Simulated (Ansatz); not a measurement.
**BCCD/6-311G (sfX2C) run of CH5ClOSi (SMILES CO[SiH2]Cl)**

What is the energy difference between two shapes of CH5ClOSi at BCCD/6-311G (sfX2C)? 

Program for the calculation: Ansatz 0.2.0.

5 further runs of the same task are left out: 1 that didn't finish, 4 set aside as unsound or not needed.

## (1) The system as given

The species is CH5ClOSi (9 atoms), meant as a singlet with charge 0. As SMILES, `CO[SiH2]Cl`. Geometry: relaxed at PBE0-D4/def2-TZVP. This is one conformer, not always the lowest.

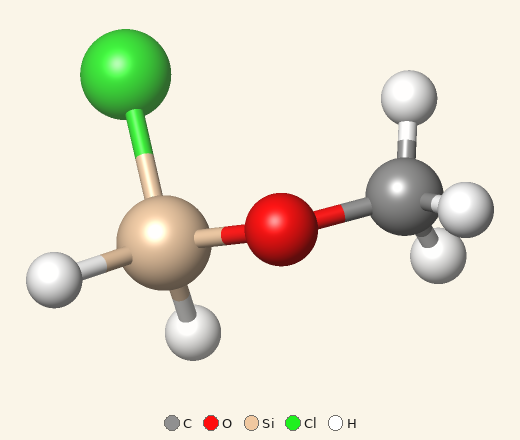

Viewed from a chosen angle; carbon grey, oxygen red, silicon light orange, chlorine green, hydrogen white.

## (2) Energy and gradient at BCCD/6-311G (sfX2C)

The input, molecule.yaml:

```yaml
crystal:
  periodic: [false, false, false]
  atoms:
    - symbol: C
      position_ang: [-0.841000, 0.987400, 0.447000]
    - symbol: O
      position_ang: [0.418200, 0.685500, -0.117200]
    - symbol: Si
      position_ang: [0.891200, -0.804900, -0.562600]
    - symbol: Cl
      position_ang: [0.958100, -2.072600, 1.056300]
    - symbol: H
      position_ang: [-0.939900, 2.072400, 0.489700]
    - symbol: H
      position_ang: [-0.920800, 0.584000, 1.460600]
    - symbol: H
      position_ang: [-1.659100, 0.583600, -0.159700]
    - symbol: H
      position_ang: [2.251500, -0.671700, -1.115300]
    - symbol: H
      position_ang: [-0.069600, -1.410100, -1.515800]
basis:
  gaussian:
    orbitals: 6-311G.json
scf:
  lower_state_search: standard
output: {forces: true, orbitals: {seedname: orbitals}}
hamiltonian:
  pseudopotentials: {relativity: scalar}
correlation:
  method: bccd
  electrons: outside_noble_gas
accuracy: high
```

The basis set 6-311G is read from a file made from the Basis Set Exchange's data (not shown).

The run is started by

```console
ansatz run molecule.yaml --threads 1 --pin off --max-ram 2610MiB --events-out events.jsonl --progress --plain --runs-dir runs
```

What it wrote, cut to the lines that bear on the results:

```text
Warning: RAYON_NUM_THREADS=1 ignored (pool sized by the plan → 1); use --threads N
Functional definition: HF
  name "HF"
[...]
1818 factors; integrals over basis functions are off by at most 4.1e-8 eV
[...]
mean field -23564.59461835 eV, -865.9828795686 hartree, gradient 2.2e-8 eV, S^2 0.000000; 0 other end points of the search recorded, 0 dependent functions left out
12 core orbitals not correlated: weight in the atoms' cores, before any rotation towards them, 1.000 or more for the frozen orbitals, at most 0.000 for the correlated occupied ones
reference -23564.59461835 eV, -865.9828795686 hartree; 13, 13 occupied and 58, 58 virtual orbitals, 1818 factors
second order -9.08269563 eV of doubles, -0.00000000 eV of singles
cycle   1  -9.46217696 eV  change   -3.8e-1 eV  update   8.9e-2
[...]
cycle  19  -9.91018829 eV  change   3.5e-10 eV  update   2.1e-9
[...]
Total energy: -23574.50480664 eV, -866.3470722709 hartree
Relativity: scalar
Atom 0 at    -0.841000     0.987400     0.447000 Å, force    -1.121681     0.761939     0.605396 eV/Å
Atom 1 at     0.418200     0.685500    -0.117200 Å, force     0.312434     1.398119     0.095326 eV/Å
Atom 2 at     0.891200    -0.804900    -0.562600 Å, force     0.909485    -0.339539    -2.604457 eV/Å
Atom 3 at     0.958100    -2.072600     1.056300 Å, force     0.106790    -1.644805     2.035157 eV/Å
Atom 4 at    -0.939900     2.072400     0.489700 Å, force    -0.007734     0.115974     0.010076 eV/Å
Atom 5 at    -0.920800     0.584000     1.460600 Å, force    -0.038149    -0.057309     0.198403 eV/Å
Atom 6 at    -1.659100     0.583600    -0.159700 Å, force    -0.185840    -0.092940    -0.144466 eV/Å
Atom 7 at     2.251500    -0.671700    -1.115300 Å, force     0.177218    -0.030463    -0.066268 eV/Å
Atom 8 at    -0.069600    -1.410100    -1.515800 Å, force    -0.152523    -0.110976    -0.129167 eV/Å
Dipole moment:    -0.306997     0.161382    -0.304281 e Å
```

Wall time 15 s (1 thread of AMD EPYC 9R45 (Zen 5), shared host); peak memory 0.83 GiB.

## (3) The distorted shape

The input, molecule.yaml:

```yaml
crystal:
  periodic: [false, false, false]
  atoms:
    - symbol: C
      position_ang: [-0.985924, 1.087450, 0.415555]
    - symbol: O
      position_ang: [0.534085, 0.872550, -0.202067]
    - symbol: Si
      position_ang: [0.882868, -0.867036, -0.653193]
    - symbol: Cl
      position_ang: [0.916809, -2.078719, 0.976664]
    - symbol: H
      position_ang: [-0.978035, 2.160594, 0.303603]
    - symbol: H
      position_ang: [-1.119768, 0.488938, 1.634057]
    - symbol: H
      position_ang: [-1.555408, 0.758089, -0.059176]
    - symbol: H
      position_ang: [1.967777, -0.772746, -1.057358]
    - symbol: H
      position_ang: [-0.094063, -1.413052, -1.699098]
basis:
  gaussian:
    orbitals: 6-311G.json
scf:
  lower_state_search: standard
output: {forces: true, orbitals: {seedname: orbitals}}
hamiltonian:
  pseudopotentials: {relativity: scalar}
correlation:
  method: bccd
  electrons: outside_noble_gas
accuracy: high
```

The basis set 6-311G is read from a file made from the Basis Set Exchange's data (not shown).

The run is started by

```console
ansatz run molecule.yaml --threads 1 --pin off --max-ram 2610MiB --events-out events.jsonl --progress --plain --runs-dir runs
```

What it wrote:

```text
Warning: RAYON_NUM_THREADS=1 ignored (pool sized by the plan → 1); use --threads N
[... 11 lines left out ...]
12 core orbitals not correlated: weight in the atoms' cores, before any rotation towards them, 1.000 or more for the frozen orbitals, at most 0.000 for the correlated occupied ones
[... 25 lines left out ...]
Total energy: -23569.16633981 eV, -866.1508872334 hartree
[... 10 lines left out ...]
Dipole moment:    -0.373329    -0.015983    -0.354483 e Å
```

It took 16 s on 1 thread of AMD EPYC 9R45 (Zen 5), shared host; peak memory 0.82 GiB.

## (4) What came out

Level: BCCD/6-311G (sfX2C), 12 core orbitals frozen.

| quantity | value |
| --- | --- |
| first shape: total energy | -866.34707 Eh |
| first shape: dipole moment (correlated density) | 2.22 D |
| first shape: HOMO energy (Hartree–Fock orbitals) | -12.23 eV |
| first shape: LUMO energy (Hartree–Fock orbitals) | 3.38 eV |
| first shape: HOMO–LUMO gap (Hartree–Fock orbitals) | 15.61 eV |
| first shape: correlation energy (12 core orbitals frozen) | -364.2 mEh |
| first shape: largest force on an atom | 2.780 eV/Å |
| distorted shape: total energy | -866.15089 Eh |
| distorted shape: dipole moment (correlated density) | 2.47 D |
| distorted shape: HOMO energy (Hartree–Fock orbitals) | -12.30 eV |
| distorted shape: LUMO energy (Hartree–Fock orbitals) | 3.03 eV |
| distorted shape: HOMO–LUMO gap (Hartree–Fock orbitals) | 15.33 eV |
| distorted shape: correlation energy (12 core orbitals frozen) | -383.0 mEh |
| distorted shape: largest force on an atom | 23.995 eV/Å |
| energy change with the atoms displaced | 5.338 eV |

With the atoms displaced the energy rises by 5.34 eV (123 kcal/mol). The first shape isn't relaxed at this level, so the change isn't measured from a minimum. The largest force (first shape) is 2.78 eV/Å: the shape isn't a stationary point for this species at this level. Mulliken charges (distorted shape) run from -0.74 on O2 to +1.08 on Si3; they depend strongly on the basis.
